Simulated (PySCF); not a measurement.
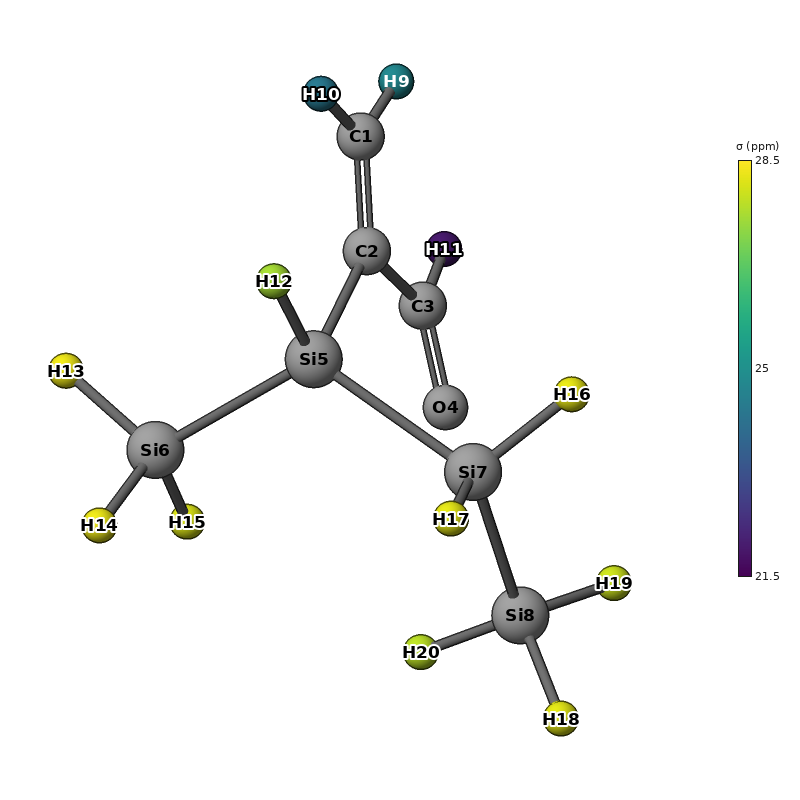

Atoms are coloured by their isotropic NMR shieldings (H only, the others grey). The geometry was computed by an optimisation with GFN2-xTB. No frequency run is at hand to confirm it as a minimum. Level of theory: GIAO PBE0/pcSseg-1 NMR shielding, non-relativistic, gas phase (PySCF 2.14.0).

List the isotropic NMR shieldings of the H atoms.

```json
{"atom": "H9", "σ (ppm)": "24.75"}
{"atom": "H10", "σ (ppm)": "24.30"}
{"atom": "H11", "σ (ppm)": "21.99"}
{"atom": "H12", "σ (ppm)": "27.55"}
{"atom": "H13", "σ (ppm)": "28.30"}
{"atom": "H14", "σ (ppm)": "28.26"}
{"atom": "H15", "σ (ppm)": "28.10"}
{"atom": "H16", "σ (ppm)": "28.21"}
{"atom": "H17", "σ (ppm)": "28.18"}
{"atom": "H18", "σ (ppm)": "28.15"}
{"atom": "H19", "σ (ppm)": "27.95"}
{"atom": "H20", "σ (ppm)": "27.78"}
```

The geometry is semi-empirical. Around Si such bond lengths and angles can be off by a tenth of an ångström or more and by several degrees, and values that hang on the shape move with them.
